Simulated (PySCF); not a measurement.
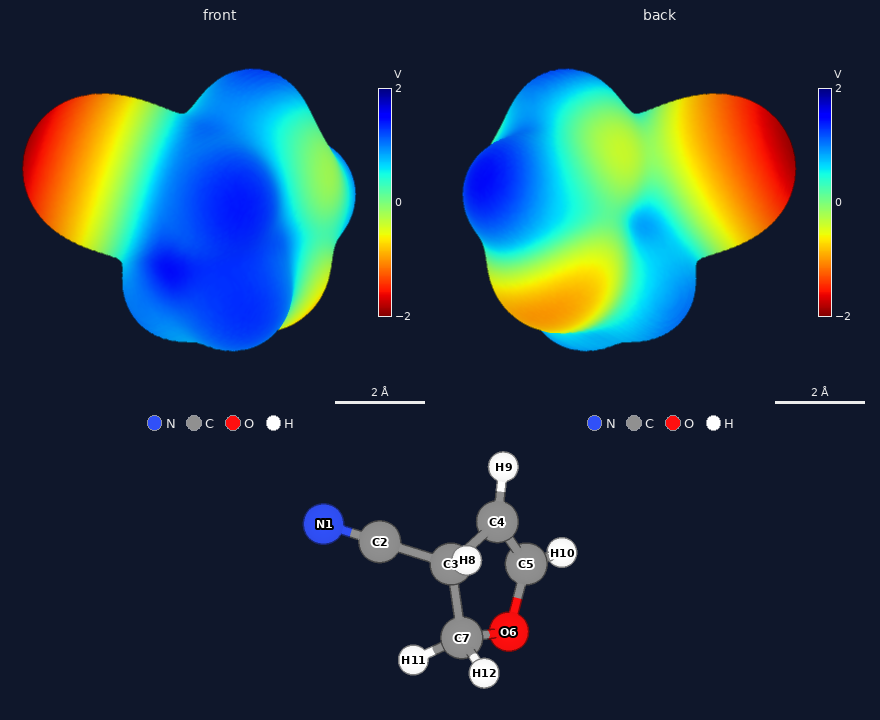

The picture shows: C$_{5}$H$_{5}$NO. The molecular electrostatic potential painted on the density surface at 0.002 e/bohr³, seen from the front and from behind; red is negative and blue positive. The bare structure is drawn below in the same view.

Geometry: GFN2-xTB.

Method: PySCF 2.14.0, PBE0/pcSseg-1, SCF density, gas phase, non-relativistic.

```yaml
atoms:
  - { symbol: N, position_ang: [-1.8744, 2.1155, -0.8120] }
  - { symbol: C, position_ang: [-1.2865, 1.3241, -0.2341] }
  - { symbol: C, position_ang: [-0.5227, 0.3231, 0.4752] }
  - { symbol: C, position_ang: [0.9596, 0.6269, 0.4160] }
  - { symbol: C, position_ang: [1.5690, -0.3734, -0.2042] }
  - { symbol: O, position_ang: [0.7621, -1.3873, -0.6016] }
  - { symbol: C, position_ang: [-0.5741, -1.0555, -0.2326] }
  - { symbol: H, position_ang: [-0.8943, 0.2766, 1.5056] }
  - { symbol: H, position_ang: [1.3932, 1.5241, 0.8061] }
  - { symbol: H, position_ang: [2.6110, -0.5061, -0.4303] }
  - { symbol: H, position_ang: [-1.1869, -1.0266, -1.1399] }
  - { symbol: H, position_ang: [-0.9548, -1.8419, 0.4258] }
```

Question: Describe the electrostatic potential map.

Answer: The most negative region (about −1.9 V) lies over N1, the most positive (about +1.4 V) over C3, C7, H8 and H10. N1 is the likeliest acceptor of a hydrogen bond.

Question: What dipole moment does the calculation give?

Answer: Its dipole moment is 3.45 D.
